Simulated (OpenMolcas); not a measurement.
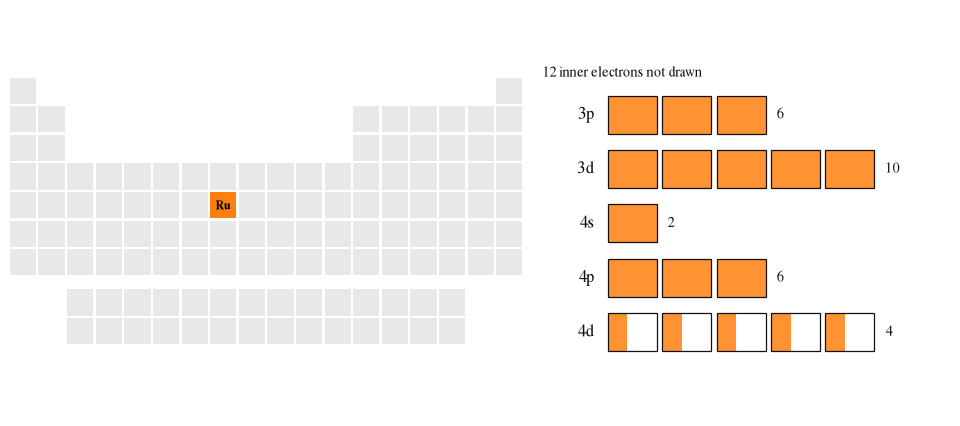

Fig. 1: Left, the place of ruthenium in the periodic table; right, the outer shells of the leading configuration of the lowest level: a box for each of the 2l + 1 orbitals, shaded by the share of the shell that is filled, with the electron count at the right.

Run report: Ru⁴⁺, multiconfigurational calculation (part 1 of 2)

- system: Ru⁴⁺.
- method: state-averaged CASSCF, active space 4 electrons in the shell 4d, basis ANO-RCC-VDZ, X2C scalar Hamiltonian, spin-orbit coupling by RASSI with atomic mean-field integrals (OpenMolcas)

### The input
```
&GATEWAY
Coord
1

Ru 0.0 0.0 0.0
Basis=ANO-RCC-VDZ
Group=XYZ
NoMove
AngMom=0.0 0.0 0.0
AMFI
RX2C
&SEWARD
&RASSCF
FileOrb=start.orb
Symmetry=1
Spin=5
nActEl=4 0 0
Inactive=9 9
Ras2=5 0
CIRoot=5 5 1
SDav=5
CIMx=300
Iter=120 100
PrWF=0.3
OrbListing=Nothing
MaxOrb=0
Atom
>>> COPY $Project.JobIph JOB001
&RASSCF
FileOrb=start.orb
Symmetry=1
Spin=3
nActEl=4 0 0
Inactive=9 9
Ras2=5 0
CIRoot=45 45 1
SDav=45
CIMx=300
Iter=120 100
PrWF=0.3
OrbListing=Nothing
MaxOrb=0
Atom
>>> COPY $Project.JobIph JOB002
&RASSCF
FileOrb=start.orb
Symmetry=1
Spin=1
nActEl=4 0 0
Inactive=9 9
Ras2=5 0
CIRoot=50 50 1
SDav=50
CIMx=300
Iter=120 100
PrWF=0.3
OrbListing=Nothing
MaxOrb=0
Atom
>>> COPY $Project.JobIph JOB003
&RASSI
NrOfJobIphs=3 5 30 22
1 2 3 4 5
1 2 3 4 5 6 7 8 9 10 11 12 13 14 15 16 17 18 19 20 21 22 23 24 25 26 27
28 29 30
1 2 3 4 5 6 7 8 9 10 11 12 13 14 15 16 17 18 19 20 21 22
IphNames
JOB001
JOB002
JOB003
EJob
SpinOrbit
DIPRint=1.0
SOCoupling=1000.0
Subsets=2
MEES
Property=10
'ANGMOM' 1 'ANGMOM' 2 'ANGMOM' 3 'MLTPL  1' 1 'MLTPL  1' 2 'MLTPL  1' 3
'AMFI' 1 'AMFI' 2 'AMFI' 3 'MLTPL  2' 6
SOProperty=3
'ANGMOM' 1 'ANGMOM' 2 'ANGMOM' 3
```

The file start.orb holds starting orbitals from an earlier step. A driver script formed the levels outside the program, from RASSI's spin-orbit matrix and the active-space energies, averaged over the components of each term or state.

Hardware: 1 thread of Arm Neoverse V2, 24 GiB of memory available, shared host.

Run as:
```bash
OMP_NUM_THREADS=1 MOLCAS_MEM=2252 MOLCAS_PROJECT=a pymolcas a.inp > a.log  # once for each step of the input, in one work folder
```

### The program's output (extracts)
```
--- SEWARD ---
Basis set label: RU.ANO-RCC...6S5P3D.

      Electronic valence basis set:
      ------------------
      Associated Effective Charge  44.000000 au
      Associated Actual Charge     44.000000 au
      Nuclear Model: Point charge

      Shell  nPrim  nBasis  Cartesian Spherical Contaminant
         s      21       6        X
         p      18       5        X
         d      13       3                 X
RX2C
                  Relativistic X2C integrals
                  Atomic mean-field integrals
--- RASSCF ---
Wave function specifications:
      -----------------------------

      Number of closed shell electrons          36
      Number of electrons in active shells       4
      Max number of holes in RAS1 space          0
      Max nr of electrons in RAS3 space          0
      Number of inactive orbitals               18
      Number of active orbitals                  5
      Number of secondary orbitals              13
      Spin quantum number                      2.0
      State symmetry                             1
Orbital specifications:
      -----------------------

      Symmetry species                           1   2
                                                ag  au
      Frozen orbitals                            0   0
      Inactive orbitals                          9   9
      Active orbitals                            5   0
      RAS1 orbitals                              0   0
      RAS2 orbitals                              5   0
      RAS3 orbitals                              0   0
      Secondary orbitals                         7   6
      Deleted orbitals                           0   0
      Number of basis functions                 21  15
      Number of CSFs                             5
      Number of root(s) required                 5
      Iter CI   SX   CI       RASSCF       Energy    max ROT     max BLB   max BLB  Level Ln srch  Step   QN
          iter iter root      energy       change     param      element    value   shift minimum  type update
 Nr of preliminary CI iterations:   1
      Total energies have been shifted. Add                -4000.00 au
        1   1    2    0  -524.50111556    0.00E+00  -1.86E-08    9  15 1 -8.57E-08   0.00   0.00    SX    NO
        2   1    1    0  -524.50111556   -9.09E-12   0.00E+00    9  13 2 -1.76E-08   0.00   0.00    SX    NO
        3   1    1    0  -524.50111556    2.73E-12   0.00E+00    9  13 2 -1.76E-08   0.00   0.00    SX    NO
        4   1    1    0  -524.50111556   -9.09E-13   0.00E+00    9  13 2 -1.76E-08   0.00   0.00    SX    NO
      Convergence after  4 iterations
        5   1    1    0  -524.50111556   -1.82E-12   0.00E+00    9  13 2 -1.76E-08   0.00   0.00    SX    NO
      Natural orbitals and occupation numbers for root  1
      sym 1:   1.000000   1.000000   1.000000   0.000000   1.000000
      Natural orbitals and occupation numbers for root  2
      sym 1:   1.000000  -0.000000   1.000000   1.000000   1.000000
      Natural orbitals and occupation numbers for root  3
      sym 1:   1.000000   1.000000   0.000000   1.000000   1.000000
::    RASSCF root number  1 Total energy:  -4524.50111556
::    RASSCF root number  2 Total energy:  -4524.50111556
::    RASSCF root number  3 Total energy:  -4524.50111556
::    RASSCF root number  4 Total energy:  -4524.50111556
::    RASSCF root number  5 Total energy:  -4524.50111556
--- RASSCF ---
Wave function specifications:
      -----------------------------

      Number of closed shell electrons          36
      Number of electrons in active shells       4
      Max number of holes in RAS1 space          0
      Max nr of electrons in RAS3 space          0
      Number of inactive orbitals               18
      Number of active orbitals                  5
      Number of secondary orbitals              13
      Spin quantum number                      1.0
      State symmetry                             1
Orbital specifications:
      -----------------------

      Symmetry species                           1   2
                                                ag  au
      Frozen orbitals                            0   0
      Inactive orbitals                          9   9
      Active orbitals                            5   0
      RAS1 orbitals                              0   0
      RAS2 orbitals                              5   0
      RAS3 orbitals                              0   0
      Secondary orbitals                         7   6
      Deleted orbitals                           0   0
      Number of basis functions                 21  15
      Number of CSFs                            45
      Number of root(s) required                45
      Iter CI   SX   CI       RASSCF       Energy    max ROT     max BLB   max BLB  Level Ln srch  Step   QN
          iter iter root      energy       change     param      element    value   shift minimum  type update
 Nr of preliminary CI iterations:   1
      Total energies have been shifted. Add                -4000.00 au
        1   1    4    0  -524.36722043    0.00E+00  -1.10E-02   13  20 1 -1.18E-02*  0.00   0.00    SX    NO
        2   1    4    0  -524.36776235   -5.42E-04*  2.28E-03    7  15 2 -7.22E-03*  0.00   0.00    SX    NO
        3   1    4    0  -524.36780214   -3.98E-05*  9.37E-04    7  15 2  1.80E-03*  0.00   0.00    SX    NO
        4   1    4    0  -524.36780674   -4.61E-06*  3.12E-04    7  15 2 -7.14E-04*  0.00   0.00    SX    NO
        5   1    4    0  -524.36780731   -5.66E-07*  8.26E-05    7  15 2  2.42E-04*  0.00   0.74    QN   YES
        6   1    2    0  -524.36780739   -7.97E-08*  2.12E-07    7  12 2  7.29E-07   0.00   1.00    QN   YES
        7   1    2    0  -524.36780739   -1.82E-12  -2.32E-08    9  15 1  1.12E-07   0.00   1.03    QN   YES
      Convergence after  7 iterations
        8   1    2    0  -524.36780739    5.46E-12  -2.32E-08    9  15 1  3.58E-09   0.00   1.03    QN   YES
      Natural orbitals and occupation numbers for root  1
      sym 1:   0.593577   0.971808   0.494202   1.071173   0.869239
      Natural orbitals and occupation numbers for root  2
      sym 1:   0.472592   1.084249   0.641686   0.830163   0.971310
      Natural orbitals and occupation numbers for root  3
      sym 1:   0.724231   1.130381   0.434884   0.942698   0.767806
::    RASSCF root number  1 Total energy:  -4524.41281848
::    RASSCF root number  2 Total energy:  -4524.41281848
::    RASSCF root number  3 Total energy:  -4524.41281848
::    RASSCF root number  4 Total energy:  -4524.41281848
::    RASSCF root number  5 Total energy:  -4524.41281848
::    RASSCF root number  6 Total energy:  -4524.41281848
::    RASSCF root number  7 Total energy:  -4524.41281848
::    RASSCF root number  8 Total energy:  -4524.41281848
::    RASSCF root number  9 Total energy:  -4524.41281848
::    RASSCF root number 10 Total energy:  -4524.41281848
::    RASSCF root number 11 Total energy:  -4524.41281848
::    RASSCF root number 12 Total energy:  -4524.40168789
::    RASSCF root number 13 Total energy:  -4524.40168789
::    RASSCF root number 14 Total energy:  -4524.40168789
::    RASSCF root number 15 Total energy:  -4524.39966303
::    RASSCF root number 16 Total energy:  -4524.39966303
::    RASSCF root number 17 Total energy:  -4524.39966303
::    RASSCF root number 18 Total energy:  -4524.39966303
::    RASSCF root number 19 Total energy:  -4524.39966303
::    RASSCF root number 20 Total energy:  -4524.39966303
::    RASSCF root number 21 Total energy:  -4524.39966303
::    RASSCF root number 22 Total energy:  -4524.39110894
::    RASSCF root number 23 Total energy:  -4524.39110894
::    RASSCF root number 24 Total energy:  -4524.39110894
::    RASSCF root number 25 Total energy:  -4524.39110894
::    RASSCF root number 26 Total energy:  -4524.39110894
::    RASSCF root number 27 Total energy:  -4524.39110894
::    RASSCF root number 28 Total energy:  -4524.39110894
::    RASSCF root number 29 Total energy:  -4524.39110894
::    RASSCF root number 30 Total energy:  -4524.39110894
--- RASSCF ---
Wave function specifications:
      -----------------------------

      Number of closed shell electrons          36
      Number of electrons in active shells       4
      Max number of holes in RAS1 space          0
      Max nr of electrons in RAS3 space          0
      Number of inactive orbitals               18
      Number of active orbitals                  5
      Number of secondary orbitals              13
      Spin quantum number                      0.0
      State symmetry                             1
Orbital specifications:
      -----------------------

      Symmetry species                           1   2
                                                ag  au
      Frozen orbitals                            0   0
      Inactive orbitals                          9   9
      Active orbitals                            5   0
      RAS1 orbitals                              0   0
      RAS2 orbitals                              5   0
      RAS3 orbitals                              0   0
      Secondary orbitals                         7   6
      Deleted orbitals                           0   0
      Number of basis functions                 21  15
      Number of CSFs                            50
      Number of root(s) required                50
      Iter CI   SX   CI       RASSCF       Energy    max ROT     max BLB   max BLB  Level Ln srch  Step   QN
          iter iter root      energy       change     param      element    value   shift minimum  type update
 Nr of preliminary CI iterations:   1
      Total energies have been shifted. Add                -4000.00 au
        1   1    4    0  -524.30144864    0.00E+00  -5.43E-03   13  20 1 -5.85E-03*  0.00   0.00    SX    NO
        2   1    4    0  -524.30158632   -1.38E-04*  1.11E-03    9  13 2 -3.49E-03*  0.00   0.00    SX    NO
        3   1    4    0  -524.30159629   -9.97E-06*  4.58E-04    9  13 2  8.55E-04*  0.00   0.00    SX    NO
        4   1    4    0  -524.30159744   -1.15E-06*  1.51E-04    9  13 2 -3.41E-04*  0.00   0.00    SX    NO
        5   1    3    0  -524.30159758   -1.40E-07*  4.01E-05    9  13 2  1.15E-04*  0.00   0.74    QN   YES
        6   1    2    0  -524.30159760   -1.96E-08* -1.09E-07    9  10 2  4.03E-07   0.00   1.00    QN   YES
        7   1    2    0  -524.30159760   -1.82E-12  -1.32E-08    9  15 1  5.90E-08   0.00   1.01    QN   YES
      Convergence after  7 iterations
        8   1    2    0  -524.30159760    7.28E-12  -1.32E-08    9  15 1  2.09E-09   0.00   1.01    QN   YES
      Natural orbitals and occupation numbers for root  1
      sym 1:   0.419445   1.203243   0.986495   0.571002   0.819815
      Natural orbitals and occupation numbers for root  2
      sym 1:   0.897198   0.937254   0.215761   1.146180   0.803607
      Natural orbitals and occupation numbers for root  3
      sym 1:   1.189747   0.860523   0.591643   0.988361   0.369726
::    RASSCF root number  1 Total energy:  -4524.36882924
::    RASSCF root number  2 Total energy:  -4524.36882924
::    RASSCF root number  3 Total energy:  -4524.36882924
::    RASSCF root number  4 Total energy:  -4524.36882924
::    RASSCF root number  5 Total energy:  -4524.36882924
::    RASSCF root number  6 Total energy:  -4524.36882924
::    RASSCF root number  7 Total energy:  -4524.36882924
::    RASSCF root number  8 Total energy:  -4524.36882924
::    RASSCF root number  9 Total energy:  -4524.36882924
::    RASSCF root number 10 Total energy:  -4524.36882924
::    RASSCF root number 11 Total energy:  -4524.36882924
::    RASSCF root number 12 Total energy:  -4524.36882924
::    RASSCF root number 13 Total energy:  -4524.36882924
::    RASSCF root number 14 Total energy:  -4524.36075155
::    RASSCF root number 15 Total energy:  -4524.36075155
::    RASSCF root number 16 Total energy:  -4524.36075155
::    RASSCF root number 17 Total energy:  -4524.36075155
::    RASSCF root number 18 Total energy:  -4524.36075155
::    RASSCF root number 19 Total energy:  -4524.36075155
::    RASSCF root number 20 Total energy:  -4524.36075155
::    RASSCF root number 21 Total energy:  -4524.36075155
::    RASSCF root number 22 Total energy:  -4524.36075155
::    RASSCF root number 23 Total energy:  -4524.33822571
::    RASSCF root number 24 Total energy:  -4524.32884960
::    RASSCF root number 25 Total energy:  -4524.32884960
::    RASSCF root number 26 Total energy:  -4524.32884960
::    RASSCF root number 27 Total energy:  -4524.32884960
::    RASSCF root number 28 Total energy:  -4524.32884960
::    RASSCF root number 29 Total energy:  -4524.30396252
::    RASSCF root number 30 Total energy:  -4524.30396252
```

(Continued in part 2.) Outcome of the run: converged.
